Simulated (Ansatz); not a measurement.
**GePH2 (quartet): correlated methods under varied settings at a displaced geometry (v1)**

What do other methods and options give for GePH2 (quartet) at this geometry, and how long do they take?

Program: Ansatz 0.2.0, Gaussian basis. Level of theory: the settings change from run to run. These are calculated values, not measurements.

21 further runs of the same task are left out: 13 that didn't finish, 8 set aside as unsound or not needed.

## 1. The geometry

The geometry is a PBE0/def2-TZVP stationary point (not a proven minimum) with its atoms shifted at random (size 0.040 Å). No spin-orbit coupling is included. The filled d shell of Ge may be among the frozen orbitals whatever the setting's name suggests; the logs give the count.

4 atoms, charge 0, spin multiplicity 4.

Atoms are counted from 1 here; the program's logs count them from 0.

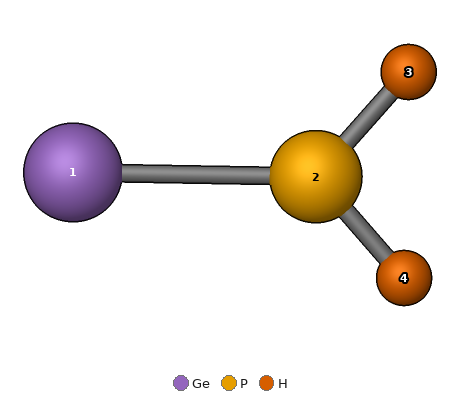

The structure; germanium purple, phosphorus amber, hydrogen orange; atoms are numbered from 1 in the order of the file.

## 2. NEVPT2(9,6)/cc-pVDZ

File in.yaml:

```yaml
crystal:
  periodic: [false, false, false]
  atoms:
    - {symbol: Ge, position_ang: [0.000326, 0.004509, 0.824464]}
    - {symbol: P, position_ang: [-0.000508, -0.011634, -1.756617]}
    - {symbol: H, position_ang: [0.047456, 1.113441, -2.733340]}
    - {symbol: H, position_ang: [-0.055320, -1.080903, -2.703538]}
basis:
  gaussian: {orbitals: cc-pVDZ, point_charges: [{charge: -0.50, position_ang: [4.984, -0.957, 0.833]}]}
magnetization: {spin_polarized: false, initial_magnetization: 3}
correlation: {method: sc_nevpt2, electrons: outside_noble_gas, active_space: {window: {electrons: 9, orbitals: 6}}}
```

Started as:

```console
$ ansatz run in.yaml --threads 1 --pin off --events-out ev --progress --plain --max-ram 2393MiB
```

Log:

```text
Functional definition: HF
  name "HF"
  cite "Fock, Z. Phys. 61, 126 (1930) doi:10.1007/BF01340294"
  parent pbe
  exchange = exact_x
  correlation = 0
610 factors; integrals over basis functions are off by at most 1.2e-3 eV
mean field evaluation 1: about -65773.2135 eV, gradient 1.0e1 eV
mean field evaluation 2: about -65773.2169 eV, gradient 1.0e1 eV
mean field evaluation 4: about -65773.9422 eV, gradient 1.2e0 eV
mean field evaluation 8: about -65773.9517 eV, gradient 8.5e-4 eV
mean field evaluation 16: about -65773.9472 eV, gradient 3.9e-1 eV
mean field -65773.95166164 eV, -2417.1481403794 hartree, gradient 4.8e-6 eV, S^2 3.750000; 2 other end points of the search recorded, 0 dependent functions left out
reference -65773.95166164 eV, -2417.1481403794 hartree; 26, 23 occupied and 29, 32 virtual orbitals, 610 factors
state -65773.95909603 eV, -2417.1484135885 hartree
state -65773.95909603 eV, -2417.1484135885 hartree; corrected -65778.14175271 eV, -2417.3021233864 hartree
WARN: 1 active orbitals are nearly empty or full. The corrections depend on them more than the energy does, and are more stable in an active space without them
Total energy: -65778.14175271 eV, -2417.3021233864 hartree
```

Wall time 2.8 s (1 thread of Intel Xeon 6975P-C, shared host).

From the report: 20 determinants; active occupations 2.00, 2.00, 2.00, 1.00, 1.00, 1.00. The report marks this result as in doubt.

## 3. CASSCF(5,4)/6-31G

File in.yaml:

```yaml
crystal:
  periodic: [false, false, false]
  atoms:
    - {symbol: Ge, position_ang: [0.000326, 0.004509, 0.824464]}
    - {symbol: P, position_ang: [-0.000508, -0.011634, -1.756617]}
    - {symbol: H, position_ang: [0.047456, 1.113441, -2.733340]}
    - {symbol: H, position_ang: [-0.055320, -1.080903, -2.703538]}
basis:
  gaussian: {orbitals: 6-31G}
magnetization: {spin_polarized: false, initial_magnetization: 3}
correlation: {active_space: {window: {electrons: 5, orbitals: 4}}}
output: {forces: true}
```

Same command.

Log, cut to the lines that bear on the results:

```text
Functional definition: HF
  name "HF"
  cite "Fock, Z. Phys. 61, 126 (1930) doi:10.1007/BF01340294"
  parent pbe
[...]
454 factors; integrals over basis functions are off by at most 4.9e-4 eV
[...]
mean field -65764.27220031 eV, -2416.7924267368 hartree, gradient 1.0e-6 eV, S^2 3.750000; 2 other end points of the search recorded, 0 dependent functions left out
reference -65764.27220031 eV, -2416.7924267368 hartree; 26, 23 occupied and 20, 23 virtual orbitals, 454 factors
state -65764.27220031 eV, -2416.7924267368 hartree
[...]
Total energy: -65764.27220031 eV, -2416.7924267368 hartree
Atom 0 at     0.000326     0.004509     0.824464 Å, force    -0.000721     0.004129     1.374600 eV/Å
Atom 1 at    -0.000508    -0.011634    -1.756617 Å, force     0.037540     0.840835    -2.467876 eV/Å
Atom 2 at     0.047456     1.113441    -2.733340 Å, force    -0.039549    -0.912120     0.904493 eV/Å
Atom 3 at    -0.055320    -1.080903    -2.703538 Å, force     0.002730     0.067157     0.188783 eV/Å
Dipole moment:    -0.001421    -0.015611    -0.790020 e Å
```

Wall time 0.99 s (1 thread of Intel Xeon 6975P-C, shared host).

From the report: 4 determinants; active occupations 2.00, 1.00, 1.00, 1.00. With so small a space the active step adds no correlation: the energy is the mean field's.

## 4. CISD/def2-SVP

Changes to in.yaml since step 3:

```diff
@@ -8,5 +8,4 @@
 basis:
-  gaussian: {orbitals: 6-31G}
+  gaussian: {orbitals: def2-SVP}
 magnetization: {spin_polarized: false, initial_magnetization: 3}
-correlation: {active_space: {window: {electrons: 5, orbitals: 4}}}
-output: {forces: true}
+correlation: {active_space: {ras: {orbitals: [4, 3, 34], electrons: 11, max_holes: 2, max_particles: 2}, fixed_orbitals: true}}
```

The command is unchanged.

Log:

```text
Functional definition: HF
  name "HF"
  cite "Fock, Z. Phys. 61, 126 (1930) doi:10.1007/BF01340294"
  parent pbe
  exchange = exact_x
  correlation = 0
579 factors; integrals over basis functions are off by at most 8.6e-4 eV
mean field evaluation 1: about -65763.9522 eV, gradient 1.0e1 eV
mean field evaluation 2: about -65763.9560 eV, gradient 1.0e1 eV
mean field evaluation 4: about -65764.6894 eV, gradient 1.3e0 eV
mean field evaluation 8: about -65764.6989 eV, gradient 9.8e-5 eV
mean field evaluation 16: about -65764.5773 eV, gradient 1.4e0 eV
mean field -65764.69890169 eV, -2416.8081077233 hartree, gradient 2.3e-6 eV, S^2 3.750000; 2 other end points of the search recorded, 0 dependent functions left out
reference -65764.69890169 eV, -2416.8081077233 hartree; 26, 23 occupied and 34, 37 virtual orbitals, 579 factors
state -65769.81572186 eV, -2416.9961473962 hartree
Total energy: -65769.81572186 eV, -2416.9961473962 hartree
```

It took 4.2 s on 1 thread of Intel Xeon 6975P-C, shared host.

From the report: 246,922 determinants.

## 5. MP2 on ROHF/cc-pVDZ

Changes to in.yaml since step 4:

```diff
@@ -8,4 +8,5 @@
 basis:
-  gaussian: {orbitals: def2-SVP}
+  gaussian: {orbitals: cc-pVDZ}
 magnetization: {spin_polarized: false, initial_magnetization: 3}
-correlation: {active_space: {ras: {orbitals: [4, 3, 34], electrons: 11, max_holes: 2, max_particles: 2}, fixed_orbitals: true}}
+correlation: {method: mp2, electrons: outside_noble_gas}
+scf: {lower_state_search: off}
```

The command is unchanged.

Log, cut to the lines that bear on the results:

```text
Functional definition: HF
  name "HF"
  cite "Fock, Z. Phys. 61, 126 (1930) doi:10.1007/BF01340294"
  parent pbe
[...]
610 factors; integrals over basis functions are off by at most 1.2e-3 eV
[...]
mean field -65774.00922492 eV, -2417.1502557911 hartree, gradient 3.7e-6 eV, S^2 3.750000; 0 other end points of the search recorded, 0 dependent functions left out
19 core orbitals not correlated: weight in the atoms' cores, before any rotation towards them, 1.000 or more for the frozen orbitals, at most 0.000 for the correlated occupied ones
reference -65774.00922492 eV, -2417.1502557911 hartree; 7, 4 occupied and 29, 32 virtual orbitals, 610 factors
second order -4.41253947 eV of doubles, -0.12227918 eV of singles
Total energy: -65778.54404357 eV, -2417.3169073028 hartree
Checks for a lower state left out: stability, starts, cluster_reference, orbital_swaps, neighbouring_geometries, increment
```

It took 0.42 s on 1 thread of Intel Xeon 6975P-C, shared host.

## 6. BCCD(T)/cc-pVDZ

Changes to in.yaml since step 5:

```diff
@@ -10,3 +10,4 @@
 magnetization: {spin_polarized: false, initial_magnetization: 3}
-correlation: {method: mp2, electrons: outside_noble_gas}
-scf: {lower_state_search: off}
+hamiltonian: {xc: {name: PBE}}
+correlation: {method: bccd_t, electrons: outside_noble_gas}
+scf: {lower_state_search: light}
```

Launched as before.

Log, cut to the lines that bear on the results:

```text
Functional definition: PBE
  name "PBE"
  cite "Perdew, Burke & Ernzerhof, Phys. Rev. Lett. 77, 3865 (1996) doi:10.1103/PhysRevLett.77.3865"
  parent pbe
[...]
610 factors; integrals over basis functions are off by at most 1.2e-3 eV
[...]
mean field -65822.36927773 eV, -2418.9274549521 hartree, gradient 3.7e-6 eV, S^2 3.750000; 2 other end points of the search recorded, 0 dependent functions left out
19 core orbitals not correlated: weight in the atoms' cores, before any rotation towards them, 0.999 or more for the frozen orbitals, at most 0.000 for the correlated occupied ones
reference -65773.33573357 eV, -2417.1255054406 hartree; 7, 4 occupied and 29, 32 virtual orbitals, 610 factors
second order -4.63259686 eV of doubles, -0.36345878 eV of singles
cycle   1  -5.66966191 eV  change   -6.7e-1 eV  update   6.7e-2
[...]
cycle  12  -5.91307067 eV  change    4.7e-6 eV  update   1.1e-5
perturbative correction -0.15073999 eV, -0.0055395925 hartree
Total energy: -65779.39954423 eV, -2417.3483463722 hartree
```

It took 2.4 s on 1 thread of Intel Xeon 6975P-C, shared host.

From the report: correlation -6.0638 eV; largest double amplitude 0.05.

## 7. CCSDT on UHF/STO-3G

File in.yaml:

```yaml
crystal:
  periodic: [false, false, false]
  atoms:
    - {symbol: Ge, position_ang: [0.000326, 0.004509, 0.824464]}
    - {symbol: P, position_ang: [-0.000508, -0.011634, -1.756617]}
    - {symbol: H, position_ang: [0.047456, 1.113441, -2.733340]}
    - {symbol: H, position_ang: [-0.055320, -1.080903, -2.703538]}
basis:
  gaussian: {orbitals: STO-3G}
magnetization: {spin_polarized: true, initial_magnetization: 3}
hamiltonian: {pseudopotentials: {relativity: scalar}}
correlation: {method: ccsdt, electrons: outside_noble_gas}
```

The command is unchanged.

Log, cut to the lines that bear on the results:

```text
Functional definition: HF
  name "HF"
  cite "Fock, Z. Phys. 61, 126 (1930) doi:10.1007/BF01340294"
  parent pbe
[...]
391 factors; integrals over basis functions are off by at most 5.5e-8 eV
[...]
mean field -65500.75109328 eV, -2407.1082046744 hartree, gradient 1.8e-6 eV, S^2 3.767840; 3 other end points of the search recorded, 0 dependent functions left out
determinant -65500.75109328 eV, -2407.1082046744 hartree, with singles and doubles -65502.37821686 eV, -2407.1680003630 hartree
determinant -65498.83539267 eV, -2407.0378039754 hartree, with singles and doubles -65500.59381157 eV, -2407.1024246781 hartree
determinant -65498.66210432 eV, -2407.0314357461 hartree, with singles and doubles -65500.39960374 eV, -2407.0952876719 hartree
determinant -65497.85441098 eV, -2407.0017535632 hartree, with singles and doubles -65499.65267215 eV, -2407.0678384423 hartree
19 core orbitals not correlated, not the lowest: weight in the atoms' cores, before any rotation towards them, 0.651 or more for the frozen orbitals, at most 0.346 for the correlated occupied ones
reference -65500.75109328 eV, -2407.1082046744 hartree; 7, 4 occupied and 3, 6 virtual orbitals, 391 factors
second order -1.04611913 eV of doubles, -0.00000000 eV of singles
cycle   1  -1.39273275 eV  change   -3.5e-1 eV  update   5.6e-2
[...]
cycle  16  -1.64546517 eV  change   -9.2e-7 eV  update   1.1e-6
Total energy: -65502.39655845 eV, -2407.1686744039 hartree
Relativity: scalar
```

Run time: 0.54 s. Hardware: 1 thread of Intel Xeon 6975P-C, shared host.

From the report: ⟨S²⟩ of the determinant 3.768 (pure quartet: 3.75); correlation -1.6455 eV; T1 0.008; largest double amplitude 0.08.

## 8. CCSD/cc-pVDZ

Changes to in.yaml since step 7:

```diff
@@ -8,5 +8,5 @@
 basis:
-  gaussian: {orbitals: STO-3G}
+  gaussian: {orbitals: cc-pVDZ}
 magnetization: {spin_polarized: true, initial_magnetization: 3}
-hamiltonian: {pseudopotentials: {relativity: scalar}}
-correlation: {method: ccsdt, electrons: outside_noble_gas}
+hamiltonian: {xc: {name: PBE0}}
+correlation: {method: ccsd, electrons: valence}
```

Same command.

Log, cut to the lines that bear on the results:

```text
Functional definition: PBE0
  name "PBE0"
  cite "Adamo & Barone, J. Chem. Phys. 110, 6158 (1999) doi:10.1063/1.478522"
  cite "Perdew, Burke & Ernzerhof, Phys. Rev. Lett. 77, 3865 (1996) doi:10.1103/PhysRevLett.77.3865"
  parent pbe
[...]
610 factors; integrals over basis functions are off by at most 1.2e-3 eV
[...]
mean field -65824.73784853 eV, -2419.0144983237 hartree, gradient 3.4e-6 eV, S^2 3.760102; 2 other end points of the search recorded, 0 dependent functions left out
14 core orbitals not correlated: weight in the atoms' cores, before any rotation towards them, 1.000 or more for the frozen orbitals, at most 0.000 for the correlated occupied ones
reference -65773.83707557 eV, -2417.1439294192 hartree; 12, 9 occupied and 29, 32 virtual orbitals, 610 factors
second order -5.02981135 eV of doubles, -0.27359199 eV of singles
cycle   1  -5.85649366 eV  change   -5.6e-1 eV  update   6.7e-2
[...]
cycle  10  -6.13001651 eV  change   -2.1e-6 eV  update   2.5e-5
Total energy: -65779.96709208 eV, -2417.3692033708 hartree
```

It took 2.3 s on 1 thread of Intel Xeon 6975P-C, shared host.

From the report: ⟨S²⟩ of the determinant 3.760 (pure quartet: 3.75); correlation -6.1300 eV; T1 0.013; largest double amplitude 0.05. The orbitals are Kohn-Sham ones, so correlation energy and T1 don't compare with those on Hartree-Fock orbitals.

## 9. MP2 on UHF/cc-pVDZ

Changes to in.yaml since step 8:

```diff
@@ -8,5 +8,5 @@
 basis:
-  gaussian: {orbitals: cc-pVDZ}
+  gaussian: {orbitals: cc-pVDZ, point_charges: [{charge: -0.50, position_ang: [4.705, -0.846, 0.134]}]}
 magnetization: {spin_polarized: true, initial_magnetization: 3}
-hamiltonian: {xc: {name: PBE0}}
-correlation: {method: ccsd, electrons: valence}
+correlation: {method: mp2, electrons: outside_noble_gas}
+output: {forces: true}
```

Launched as before.

Log, cut to the lines that bear on the results:

```text
Functional definition: HF
  name "HF"
  cite "Fock, Z. Phys. 61, 126 (1930) doi:10.1007/BF01340294"
  parent pbe
[...]
610 factors; integrals over basis functions are off by at most 1.2e-3 eV
[...]
mean field -65774.20830040 eV, -2417.1575716802 hartree, gradient 9.7e-6 eV, S^2 3.794179; 2 other end points of the search recorded, 0 dependent functions left out
19 core orbitals not correlated: weight in the atoms' cores, before any rotation towards them, 1.000 or more for the frozen orbitals, at most 0.000 for the correlated occupied ones
reference -65774.20830040 eV, -2417.1575716802 hartree; 7, 4 occupied and 29, 32 virtual orbitals, 610 factors
second order -4.26327272 eV of doubles, -0.00000000 eV of singles
[...]
Total energy: -65778.47157313 eV, -2417.3142440629 hartree
Atom 0 at     0.000326     0.004509     0.824464 Å, force    -0.080090     0.010163     0.587335 eV/Å
Atom 1 at    -0.000508    -0.011634    -1.756617 Å, force     0.074306     0.862083    -1.518616 eV/Å
Atom 2 at     0.047456     1.113441    -2.733340 Å, force    -0.035109    -1.016357     0.849636 eV/Å
Atom 3 at    -0.055320    -1.080903    -2.703538 Å, force     0.022321     0.149052     0.122654 eV/Å
Dipole moment:     0.090150    -0.030679    -0.647854 e Å
```

Run time: 1.2 s. Hardware: 1 thread of Intel Xeon 6975P-C, shared host.

From the report: ⟨S²⟩ of the determinant 3.794 (pure quartet: 3.75).

## 10. CASSCF(7,7)/6-31G

File in.yaml:

```yaml
crystal:
  periodic: [false, false, false]
  atoms:
    - {symbol: Ge, position_ang: [0.000326, 0.004509, 0.824464]}
    - {symbol: P, position_ang: [-0.000508, -0.011634, -1.756617]}
    - {symbol: H, position_ang: [0.047456, 1.113441, -2.733340]}
    - {symbol: H, position_ang: [-0.055320, -1.080903, -2.703538]}
basis:
  gaussian: {orbitals: 6-31G}
magnetization: {spin_polarized: false, initial_magnetization: 3}
correlation: {active_space: {window: {electrons: 7, orbitals: 7}}}
accuracy: high
```

Launched as before.

Log:

```text
Functional definition: HF
  name "HF"
  cite "Fock, Z. Phys. 61, 126 (1930) doi:10.1007/BF01340294"
  parent pbe
  exchange = exact_x
  correlation = 0
796 factors; integrals over basis functions are off by at most 6.0e-9 eV
mean field evaluation 1: about -65763.4584 eV, gradient 9.9e0 eV
mean field evaluation 2: about -65763.5207 eV, gradient 1.0e1 eV
mean field evaluation 4: about -65764.2629 eV, gradient 1.0e0 eV
mean field evaluation 8: about -65764.2719 eV, gradient 2.7e-1 eV
mean field evaluation 16: about -65764.2725 eV, gradient 1.5e-8 eV
mean field -65764.27254632 eV, -2416.7924394521 hartree, gradient 1.5e-8 eV, S^2 3.750000; 2 other end points of the search recorded, 0 dependent functions left out
reference -65764.27254632 eV, -2416.7924394521 hartree; 26, 23 occupied and 20, 23 virtual orbitals, 796 factors
state -65765.30535806 eV, -2416.8303945839 hartree
Total energy: -65765.30535806 eV, -2416.8303945839 hartree
```

Run time: 3 s. Hardware: 1 thread of Intel Xeon 6975P-C, shared host.

From the report: 441 determinants; active occupations 1.97, 1.96, 1.00, 1.00, 1.00, 0.03, 0.03.

## 11. The runs in one table

Where basis and cores are those of an earlier UCCSDT(Q)/cc-pVDZ run (-65779.7776 eV), and the state is the same kind, the miss against it is given. † marks a result that the program doubts.

```tsv
level	correlated	functions	energy (eV)	from UCCSDT(Q) (meV)	time
NEVPT2(9,6)/cc-pVDZ (beside a point charge) †	outside noble gas	55	-65778.1418		2.8 s
CASSCF(5,4)/6-31G		46	-65764.2722		0.99 s
CISD/def2-SVP	outside noble gas	60	-65769.8157		4.2 s
MP2 on ROHF/cc-pVDZ	outside noble gas	55	-65778.5440	1233.5	0.42 s
BCCD(T)/cc-pVDZ (on PBE orbitals)	outside noble gas	55	-65779.3995	378.0	2.4 s
CCSDT on UHF/STO-3G (relativity set)	outside noble gas	29	-65502.3966		0.54 s
CCSD/cc-pVDZ (on PBE0 orbitals)	valence	55	-65779.9671		2.3 s
MP2 on UHF/cc-pVDZ (beside a point charge)	outside noble gas	55	-65778.4716		1.2 s
CASSCF(7,7)/6-31G		46	-65765.3054		3 s
```

## 12. Summary of results

| quantity | value |
| --- | --- |
| runs | 9 |
| quickest | MP2 on ROHF/cc-pVDZ, 0.42 s |
| slowest | CISD/def2-SVP, 4.2 s |

**Reading.** Total energies in different bases, with other cores or another treatment of relativity can't be set against each other. CISD/def2-SVP took 10 times as long as MP2 on ROHF/cc-pVDZ; the jobs differ in more than the method. Among the correlated runs with a miss given, it spans +378 to +1234 meV. Cores frozen from Kohn-Sham orbitals shift the total energy.
